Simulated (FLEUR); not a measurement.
# Anisotropy of FePt (volume factor 0.88 on the database's cell) with FLEUR, part 2 of 2

Aim: the anisotropy of FePt (volume factor 0.88 on the database's cell) from single passes in the potential of one collinear state.

FLEUR MaX-R8.1; PBE; all-electron FLAPW, Dirac cores, scalar-relativistic bands.

So far. Step 2 (The magnetic state): After 25 cycles the largest moment stands at 2.69 μB.

## 5. Spin–orbit coupling, moments along [001]

Level of this step: PBE; all-electron FLAPW, Dirac cores, scalar-relativistic bands with spin-orbit coupling (FLEUR).

Spin–orbit coupling ties the spins to the lattice and lets orbital moments form.

A new self-consistent run of the start ferro +, with the moments along z. The k list default-1 (kpts.xml, not shown) is a Γ-centred 21×21×16 mesh.

The input, inp.xml:

```
<?xml version="1.0" encoding="UTF-8" standalone="no"?>
<fleurInput fleurInputVersion="0.39">
   <comment>
      FePt
   </comment>
   <calculationSetup>
      <cutoffs Kmax="3.6" Gmax="10.8" GmaxXC="10.8" numbands="72"/>
      <scfLoop itmax="110" minDistance="0.00002" maxIterBroyd="15" imix="Anderson" alpha="0.05" precondParam="0.0" spinf="2.0" sdNocoIR="T"/>
      <coreElectrons ctail="T" frcor="F" kcrel="0" coretail_lmax="0"/>
      <xcFunctional name="pbe" relativisticCorrections="F"/>
      <magnetism jspins="2"/>
      <soc l_soc="T" theta="0.0" phi="0.0" spav="F"/>
      <expertModes spex="0" secvar="F"/>
      <geometryOptimization l_f="F" forcealpha="1.0" forcemix="BFGS" epsdisp="0.00001" epsforce="0.00001"/>
      <ldaU l_linMix="F" mixParam="0.05" spinf="1.0"/>
   </calculationSetup>
   <cell>
      <bzIntegration valenceElectrons="32.0" mode="hist" fermiSmearingEnergy="0.00183747">
         <kPointListSelection listName="default-1"/>
         <xi:include xmlns:xi="http://www.w3.org/2001/XInclude" href="kpts.xml"> </xi:include>
      </bzIntegration>
      <xi:include xmlns:xi="http://www.w3.org/2001/XInclude" href="sym.xml"> </xi:include>
      <bulkLattice scale="1.0">
         <bravaisMatrix>
            <row-1>    4.9319705123182453     0.0000000000000000     0.0000000000000000</row-1>
            <row-2>    0.0000000000000000     4.9319705123182453     0.0000000000000000</row-2>
            <row-3>    0.0000000000000000     0.0000000000000000     6.7365266237907395</row-3>
         </bravaisMatrix>
      </bulkLattice>
   </cell>
   <atomSpecies>
      <species name="Iron (Fe) 2.800" element="Fe" atomicNumber="26">
         <mtSphere radius="2.36" gridPoints="781" logIncrement="0.016"/>
         <atomicCutoffs lmax="8" lnonsphr="6"/>
         <electronConfig flipSpins="F">
            <coreConfig>(1s1/2) (2s1/2) (2p1/2) (2p3/2)</coreConfig>
            <valenceConfig>(3s1/2) (3p1/2) (3p3/2) (4s1/2) (3d3/2) (3d5/2)</valenceConfig>
            <stateOccupation state="(3d3/2)" spinUp="1.4" spinDown="1.0"/>
            <stateOccupation state="(3d5/2)" spinUp="3.0" spinDown="0.6"/>
         </electronConfig>
         <energyParameters s="4" p="4" d="3" f="4"/>
         <lo type="SCLO" l="0" n="3" eDeriv="0"/>
         <lo type="SCLO" l="1" n="3" eDeriv="0"/>
      </species>
      <species name="Platinum (Pt)" element="Pt" atomicNumber="78">
         <mtSphere radius="2.36" gridPoints="781" logIncrement="0.017"/>
         <atomicCutoffs lmax="8" lnonsphr="6"/>
         <electronConfig flipSpins="F">
            <coreConfig>(1s1/2) (2s1/2) (2p1/2) (2p3/2) (3s1/2) (3p1/2) (3p3/2) (4s1/2) (3d3/2) (3d5/2) (4p1/2) (4p3/2) (5s1/2) (4d3/2) (4d5/2) (4f5/2) (4f7/2)</coreConfig>
            <valenceConfig>(5p1/2) (5p3/2) (6s1/2) (5d3/2) (5d5/2)</valenceConfig>
            <stateOccupation state="(6s1/2)" spinUp="0.500000" spinDown="0.500000"/>
            <stateOccupation state="(5d3/2)" spinUp="1.800000" spinDown="1.800000"/>
            <stateOccupation state="(5d5/2)" spinUp="2.700000" spinDown="2.700000"/>
         </electronConfig>
         <energyParameters s="6" p="6" d="5" f="5"/>
         <lo type="SCLO" l="1" n="5" eDeriv="0"/>
      </species>
   </atomSpecies>
   <atomGroups>
      <atomGroup species="Iron (Fe) 2.800">
         <relPos label="                   1">.0000000000 .0000000000 .0000000000</relPos>
         <force calculate="T" relaxXYZ="TTT"/>
      </atomGroup>
      <atomGroup species="Platinum (Pt)">
         <relPos label="                   2">1.000/2.000 1.000/2.000 1.000/2.000</relPos>
         <force calculate="T" relaxXYZ="TTT"/>
      </atomGroup>
   </atomGroups>
   <output dos="F" band="F" slice="F">
      <bandDOS minEnergy="-.5*Htr" maxEnergy="0.5*Htr" sigma="0.015" storeEVData="T"/>
      <plotting iplot="0" polar="F">
         <plot TwoD="T" vec1="  1.0  0.0  0.0" vec2="  0.0  1.0  0.0" vec3="  0.0  0.0  1.0" zero="  0.0  0.0  0.0" file="plot"/>
      </plotting>
      <moessbauerParams electricFieldGradient="F" isomerShift="F" coreHyperfine="F" valenceHyperfine="F"/>
   </output>
</fleurInput>
```

The input, crystal.txt:

```
FePt
&input film=F cartesian=F /
2.60988640000  0.00000000000  0.00000000000
0.00000000000  2.60988640000  0.00000000000
0.00000000000  0.00000000000  3.56481637000
1.8897261246
1.0 1.0 1.0

2
26 0.00000000000  0.00000000000  0.00000000000 : 2.800
78 0.50000000000  0.50000000000  0.50000000000

&soc 0.0000000 0.0000000 /
&kpt div1=21 div2=21 div3=16 gamma=T /
```

Launch:

```bash
$ OMP_NUM_THREADS=1 inpgen -f crystal.txt > inpgen.log  # inp.xml is then edited as shown
$ OMP_NUM_THREADS=1 mpirun -n 4 fleur_MPI > fleur.log
```

Output:

```text
[banner, memory and clock lines left out]
Welcome to FLEUR        (www.flapw.de)
      MaX-Release 8.1          (www.max-centre.eu)

 ========== k-point set info ==========
 Selected k-point list: default-1
 k-point list type: mesh
 0 x 0 x 0
 Number of k points: 1000

 [... set-up left out ...]
 Iteration:     1   Distance:      43.26626452 me/bohr^3
 Iteration:     2   Distance:      19.80272258 me/bohr^3
 Iteration:     3   Distance:      14.29056360 me/bohr^3
 Iteration:     4   Distance:       8.88357389 me/bohr^3
 Iteration:     5   Distance:       5.75511320 me/bohr^3
 Iteration:     6   Distance:       5.98340078 me/bohr^3
 Iteration:     7   Distance:       3.16982400 me/bohr^3
 Iteration:     8   Distance:       2.99701673 me/bohr^3
 Iteration:     9   Distance:       1.14440760 me/bohr^3
 Iteration:    10   Distance:       0.94858426 me/bohr^3
 Iteration:    11   Distance:       0.20876213 me/bohr^3
 Iteration:    12   Distance:       0.27319491 me/bohr^3
 Iteration:    13   Distance:       0.09112144 me/bohr^3
 Iteration:    14   Distance:       0.03631595 me/bohr^3
[... lines left out ...]
 Iteration:    19   Distance:       0.00227214 me/bohr^3
 Iteration:    20   Distance:       0.00169129 me/bohr^3
 Iteration:    21   Distance:       0.00057379 me/bohr^3
 Iteration:    22   Distance:       0.00017842 me/bohr^3
 Iteration:    23   Distance:       0.00009302 me/bohr^3
 Iteration:    24   Distance:       0.00005918 me/bohr^3
 Iteration:    25   Distance:       0.00000969 me/bohr^3

 ********************************************************************
 Run finished successfully
 Stop message:
   all done
 ********************************************************************

--- out.xml (last complete iteration) ---
<iteration numberForCurrentRun="   25" overallNumber="   25">
         [... left out ...]
         <bandgap value="0.0000000000" units="eV"/>
         <sumValenceSingleParticleEnergies value="-15.4283247804" units="Htr"/>
         <FermiEnergy value="0.5318781872" units="Htr"/>
         [... left out ...]
         <magneticMomentsInMTSpheres units="muBohr">
            <globalMagMoment atomType="1" vec="0.00000   0.00000   2.68140"/>
            <globalMagMoment atomType="2" vec="0.00000   0.00000   0.36757"/>
         </magneticMomentsInMTSpheres>
         <orbitalMomentsInMTSpheres units="muBohr">
            <globalMagMoment atomType="1" vec="0.00000   0.00000   0.04856"/>
            <globalMagMoment atomType="2" vec="0.00000   0.00000   0.02877"/>
         </orbitalMomentsInMTSpheres>
         [... left out ...]
         <totalEnergy value="   -19719.5784011247" units="Htr">
            <sumOfEigenvalues value="   -12052.1809496555">
               <coreElectrons value="-12036.7526248751"/>
               <valenceElectrons value="-15.4283247804"/>
            </sumOfEigenvalues>
         [... left out ...]
            <freeEnergy value="-19719.5787583837"/>
            <extrapolationTo0K value="-19719.5785797542"/>
         </totalEnergy>
         <densityConvergence units="me/bohr^3">
            <chargeDensity spin="1" distance="0.0000065089"/>
            <chargeDensity spin="2" distance="0.0000060539"/>
            <overallChargeDensity distance="0.0000080082"/>
            <spinDensity distance="0.0000096903"/>
         </densityConvergence>
      </iteration>
```

Run time: 6.4 min. Hardware: 4 MPI ranks of Arm Neoverse V2, shared host; peak memory 0.92 GiB.

Spin moment in the muffin-tin sphere by atom:

| atom | spin moment in the muffin-tin sphere (μB) |
| --- | --- |
| Fe1 | 2.68 |
| Pt2 | 0.37 |

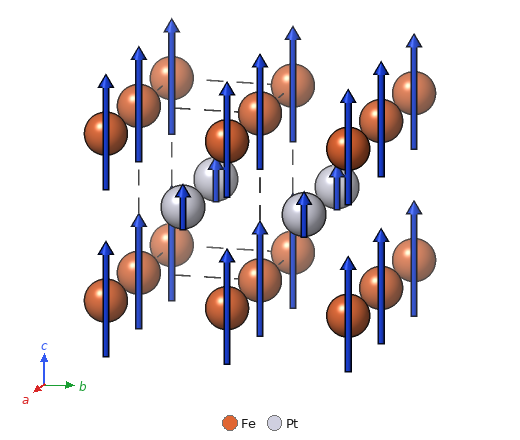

Spin moment in the muffin-tin sphere as arrows, the longest 2.68 μB. Up and down stand for the sign. Arrows give size and sign along the axis of quantisation, drawn up and down the page. Each arrow also spans its atom, so small moments look longer than they are. 2×2×1 cells are drawn. Some periodic images of atoms are drawn too.

This step gave:

| Item | Value |
| --- | --- |
| free energy | -536597.0742 eV |
| program's band gap on this mesh (in a metal only a level spacing) | 0 eV |
| magnetization | 2.995 μB |
| final state | ferromagnetic |
| orbital moment along the spin | 0.04856 μB |

Orbital moment in the sphere, along the spin axis by atom:

| atom | orbital moment in the sphere, along the spin axis (μB) |
| --- | --- |
| Fe1 | 0.0486 |
| Pt2 | 0.0288 |

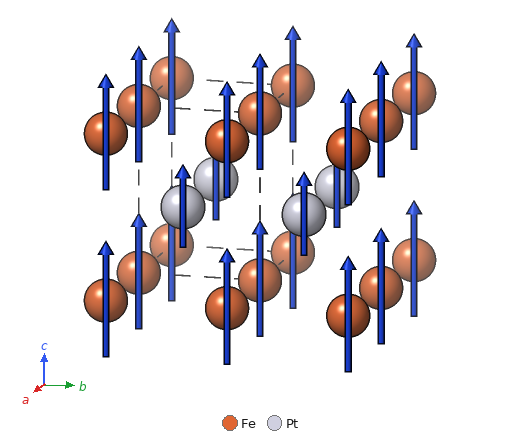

Orbital moment in the sphere, along the spin axis as arrows, the longest 0.0486 μB. Up and down stand for the sign. Arrows give size and sign along the axis of quantisation, drawn up and down the page. 2×2×1 cells are drawn. Some periodic images of atoms are drawn too.

## 6. Outcome

```yaml
reference_state: ferromagnetic
largest_sphere_moment: 2.69 μB
easy_direction_of_those_tried: [001]
energy_along_100_less_001_force_theorem: 3.64 meV a primitive cell
orbital_moment_on_the_atom_of_largest_spin_along_its_spin_spin_orbit_run: 0.0486 μB
```

What this shows: By the force theorem the moments prefer [001]; shape anisotropy is not in it. The difference for the second direction goes from 3.0 meV (mesh 15×15×11, 72 states, 4.6 min of CPU time) to 3.6 meV (mesh 21×21×16, 72 states, 13 min), so it is not converged. On the atom of largest spin the orbital moment is almost quenched. The state was typed, and no other order was converged beside it, so it need not be the ground state.

[Logs and program files are shortened in this print: banners, set-up blocks, solver, clock and traceback lines can be left out without a mark of their own.]

[Logs are printed without paths, hosts, clocks, repeated set-up lines and the standing remarks that a program may print on its own settings, such as how far it seeks lower states.]

[Hosts, paths, dates, database ids (printed as entryN), source tags and the programs' standing remarks are cut or masked in the printed files.]

[Where a cell is said to come from a database of computed structures, the database is the Materials Project.]
